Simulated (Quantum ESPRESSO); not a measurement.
The O K edge of atom 7 in KNaSO4 (P-3m1), with 1 S at 1.46 Å (terminal, site symmetry 3m), was computed in 3 ways: excited-electron core hole (neutral cell), full core hole (charged cell) and no core hole. Program and functional: Quantum ESPRESSO XSpectra, LDA, Lorentzian half width 0.4 eV; cells of 14 atoms.

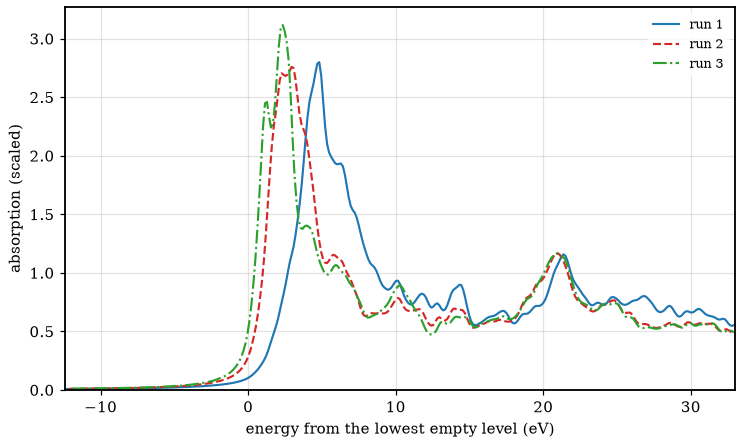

Each run is counted from its own lowest empty level or Fermi level and scaled to a mean of 1 over its first 20 eV. (XSpectra's own axis starts at xe0, in the gap; it has been shifted.)

Q: Which run is which?

Run 1: no core hole (area from −2 to 6 eV 8.0, main maxima 4.8 eV (2.80), 10.2 eV (0.93), 14.4 eV (0.90) and 21.4 eV (1.16)). Run 2: excited-electron core hole (neutral cell) (area from −2 to 6 eV 10.5, main maxima 2.9 eV (2.76), 5.7 eV (1.15), 10.1 eV (0.79) and 21.0 eV (1.17)). Run 3: full core hole (charged cell) (area from −2 to 6 eV 10.7, main maxima 1.3 eV (2.46), 2.3 eV (3.12), 5.9 eV (1.07) and 20.9 eV (1.16)). With each curve scaled to its own mean, the area from −2 to 6 eV with the hole is 10.5 against 8.0, and the centre of weight from −1 to 20 eV moves by -1.0 eV, while the pattern of peaks shifts by -2.0 eV: the hole pulls the absorber's empty states down.

[Hosts, paths, dates, database ids (printed as entryN), source tags and the programs' standing remarks are cut or masked in the printed files.]

[Lists of maxima count a maximum above −3 eV only where it reaches 4 % of the highest in the window and stands out from its surroundings by 2 % of it (1.5 % where it reaches 55 %); shoulders and weaker maxima are passed over, and of the rest the first, up to two pre-edge ones and the few strongest are named.]
